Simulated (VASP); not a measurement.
Energy against volume of BN (zinc blende). These are r2SCAN meta-GGA, VASP's PBE PAW potentials (set 64) (plane waves; VASP) values and carry that method's errors.

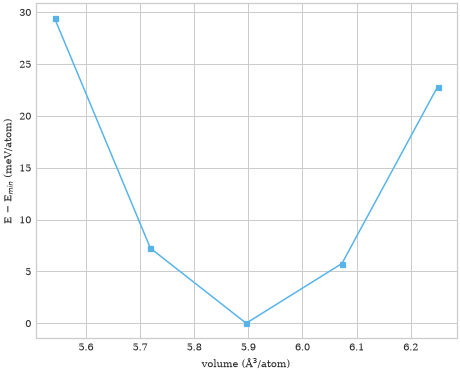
Fig. 1. Energy against volume

**Question.** Estimate the equilibrium volume and the bulk modulus.

**Answer.** The minimum lies near 5.9 Å³/atom, and the curvature gives B0 of about 390 GPa.

Measured: bulk modulus 410 GPa at 0 K (computed value off by -4.9 %), as given by Daniel Mejia-Rodriguez et al., Physical Review B (2018), arXiv:1807.09216 [0 K value with the zero-point phonon effect removed]; a 3.593 Å at 0 K (computed value off by +0.6 %), as given by Tamar Goldzak et al., The Journal of Chemical Physics (2022), arXiv:2208.04865 [corrected for zero-point motion].

The compound is BN in the zinc blende structure. It was relaxed first.
